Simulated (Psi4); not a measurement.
# B2PLYP/pcseg-2 (density fitting, density fitting for correlation, sweep point 10) run of GaH3F− (SMILES [H][Ga-]([H])([H])[F])

Aim: the vertical electron affinity of GaH3F− at B2PLYP/pcseg-2 (density fitting, density fitting for correlation, sweep point 10), from 2 runs. 

The calculation is run with Psi4 1.11.

4 further runs of the same task are left out: 4 for a known fault of the program.

## Step 1: The structure to begin with

The species is GaH3F− (5 atoms), meant as a singlet with charge -1. As SMILES, `[H][Ga-]([H])([H])[F]`. The shape comes from GFN2-xTB, which is rough for such elements, and wasn't checked as a minimum.

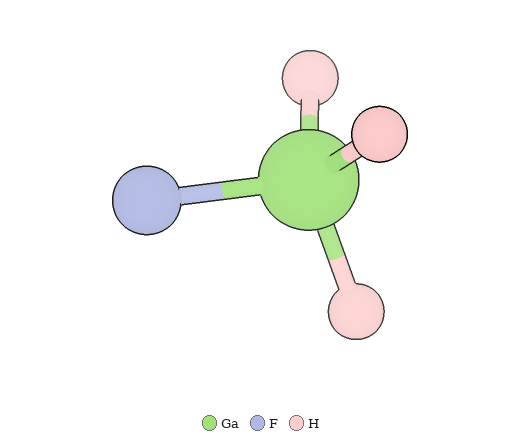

Viewed from a chosen angle; gallium green, fluorine light blue, hydrogen pink.

## Step 2: The energy at B2PLYP/pcseg-2 (density fitting, density fitting for correlation, sweep point 10)

calc.dat

```
memory 1600 MB

molecule geom {
  -1 1
  Ga    -0.001630     0.000950    -0.092090
  F      0.012090    -0.018880     1.687450
  H      1.487040     0.011700    -0.540050
  H     -0.751680     1.294240    -0.514180
  H     -0.745820    -1.288010    -0.541120
  units angstrom
  symmetry c1
}

set {
  basis pcseg-2
  puream true
  scf_type df
  dft_radial_points 99
  dft_spherical_points 590
  num_frozen_docc 10
}

result, w = energy('b2plyp', return_wfn=True)
```

The run is started by

```
$ psi4 -n 1 calc.dat calc.out
```

calc.out, cut to the lines that bear on the results:

```text
[...]
  Running in c1 symmetry.
[...]
  Nuclear repulsion =  120.580453360537604
[...]
  Multiplicity = 1
[...]
  Nalpha       = 22
  Nbeta        = 22
[...]
    Number of basis functions: 115
[...]
   @DF-RKS iter   1: -2024.43501554356021   -2.28171e+00   1.96268e-02 DIIS/ADIIS
[...]
   @DF-RKS iter   9: -2026.05097997147845   -7.63046e-08   4.78459e-07 DIIS
[...]
    Orbital Energies [Eh]
    ---------------------
    Doubly Occupied:
       1A   -374.795075     2A    -46.506030     3A    -41.077913
       4A    -41.077909     5A    -41.077825     6A    -25.055829
       7A     -5.601269     8A     -3.807076     9A     -3.806235
      10A     -3.806227    11A     -1.051717    12A     -0.724945
      13A     -0.724923    14A     -0.721648    15A     -0.719615
      16A     -0.719599    17A     -0.333395    18A     -0.248480
      19A     -0.248471    20A     -0.224383    21A     -0.127102
      22A     -0.126869
[...]
  @DF-RKS Final Energy: -2026.05097997147845
   => Energetics <=
    Nuclear Repulsion Energy =            120.5804533605376037
    One-Electron Energy =               -3078.7948290667904985
    Two-Electron Energy =                 973.6003394912279418
    DFT Exchange-Correlation Energy =     -41.4369437564530472
    Empirical Dispersion Energy =           0.0000000000000000
    VV10 Nonlocal Energy =                  0.0000000000000000
    Total Energy =                      -2026.0509799714782275
[...]
 Multipole Moments:
 ------------------------------------------------------------------------------------
     Multipole            Electronic (a.u.)      Nuclear  (a.u.)        Total (a.u.)
 ------------------------------------------------------------------------------------
 L = 1.  Multiply by 2.5417464519 to convert [e a0] to [Debye]
 Dipole X            :         -0.0002422           -0.0050553           -0.0052975
 Dipole Y            :         -0.0120288            0.0142607            0.0022319
 Dipole Z            :          1.0917168           -1.2459248           -0.1542080
 Magnitude           :                                                    0.1543151
[...]
```

It took 34 s on 1 thread of AMD EPYC, shared host; peak memory 1.1 GiB.

## Step 3: Doublet [GaH3F]2−

job.inp

```
memory 1600 MB

molecule geom {
  -2 2
  Ga    -0.001630     0.000950    -0.092090
  F      0.012090    -0.018880     1.687450
  H      1.487040     0.011700    -0.540050
  H     -0.751680     1.294240    -0.514180
  H     -0.745820    -1.288010    -0.541120
  symmetry c1
}

set basis pcseg-2
set reference uks
set puream true
set scf_type df
set dft_radial_points 99
set dft_spherical_points 590
set num_frozen_docc 10
set maxiter 150

e_tot, wfn = energy("b2plyp", return_wfn=True)
print_variables()
```

The run is started by

```
$ psi4 job.inp job.out -n 1
```

job.out, cut to the lines that bear on the results:

```text
[...]
  Running in c1 symmetry.
[...]
  Nuclear repulsion =  120.580453360537604
[...]
  Multiplicity = 2
[...]
  Nalpha       = 23
  Nbeta        = 22
[...]
    Number of basis functions: 115
[...]
   @DF-UKS iter   1: -2023.65811917598103   -1.50482e+00   2.09979e-02 DIIS/ADIIS
[...]
   @DF-UKS iter  11: -2025.80840422284382   -3.95067e-07   5.67875e-07 DIIS
[...]
   @S^2 Observed:                7.510379877E-01
[...]
    Orbital Energies [Eh]
    ---------------------
    Alpha Occupied:
       1A   -374.618787     2A    -46.329374     3A    -40.901386
       4A    -40.901383     5A    -40.901108     6A    -24.878434
       7A     -5.425266     8A     -3.630628     9A     -3.630618
      10A     -3.630605    11A     -0.875248    12A     -0.549030
      13A     -0.549006    14A     -0.546166    15A     -0.543786
      16A     -0.543773    17A     -0.158526    18A     -0.071127
      19A     -0.071115    20A     -0.051191    21A      0.043663
      22A      0.043846    23A      0.272759
    Alpha Virtual:
      24A      0.361699    25A      0.361761    26A      0.399888
[...]
  @DF-UKS Final Energy: -2025.80840422284382
   => Energetics <=
    Nuclear Repulsion Energy =            120.5804533605376037
    One-Electron Energy =               -3086.2862725731329192
    Two-Electron Energy =                 981.3895112743426807
    DFT Exchange-Correlation Energy =     -41.4920962845911987
    Empirical Dispersion Energy =           0.0000000000000000
    VV10 Nonlocal Energy =                  0.0000000000000000
    Total Energy =                      -2025.8084042228438193
[...]
 Multipole Moments:
 ------------------------------------------------------------------------------------
     Multipole            Electronic (a.u.)      Nuclear  (a.u.)        Total (a.u.)
 ------------------------------------------------------------------------------------
 L = 1.  Multiply by 2.5417464519 to convert [e a0] to [Debye]
 Dipole X            :          0.0154778           -0.0050553            0.0104224
 Dipole Y            :         -0.0222652            0.0142607           -0.0080045
 Dipole Z            :          1.8461895           -1.2459248            0.6002647
 Magnitude           :                                                    0.6004085
[...]
```

It took 54 s on 1 thread of AMD EPYC, shared host; peak memory 1.1 GiB.

## Step 4: Results

At B2PLYP/pcseg-2 (density fitting, density fitting for correlation, sweep point 10), 10 core orbitals frozen:

| quantity | value |
| --- | --- |
| singlet GaH3F−: total energy | -2026.19804 Eh |
| singlet GaH3F−: HOMO energy (SCF part's orbitals) | -3.45 eV |
| singlet GaH3F−: LUMO energy (SCF part's orbitals) | 5.84 eV |
| singlet GaH3F−: HOMO–LUMO gap (to an unbound level, set by the basis) | 9.29 eV |
| doublet [GaH3F]2−: total energy | -2025.96031 Eh |
| doublet [GaH3F]2−: HOMO energy (SCF part's orbitals) (highest over α and β) | 7.42 eV |
| doublet [GaH3F]2−: LUMO energy (SCF part's orbitals) (lowest over α and β) | 9.84 eV |
| doublet [GaH3F]2−: ⟨S²⟩ | 0.751 |
| vertical electron affinity (to the doublet dianion) | -6.469 eV |

In words: The dianion lies 6.47 eV (149 kcal/mol) above the anion: the electron isn't bound at this level, and such a value depends on the basis. Without diffuse functions anions come out too high. The HOMO (doublet [GaH3F]2−) lies at positive energy, 7.42 eV; only total energies tell whether the electron is bound.
